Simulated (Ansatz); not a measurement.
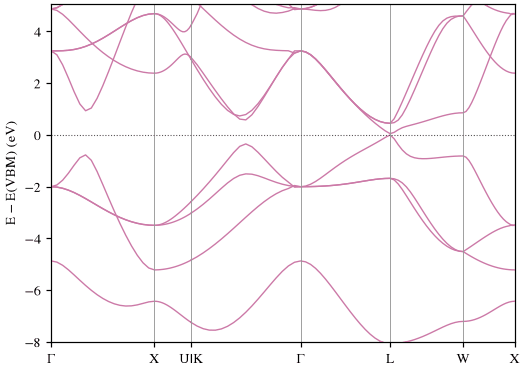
Fig. 1. Band structure from DFT-PBE in the program Ansatz with PAW potentials

Problem. Read off the gap and where the band edges lie.

Solution. About 0.1 eV (0.05 eV by a search for the band edges); maximum at L, minimum at L.

The material is SnTe (rock salt, Fm-3m).

The PBE relaxation kept the symmetry of its start. Spin–orbit coupling is left out wherever it is not named.

Potentials: the earlier of the program's two PAW sets.
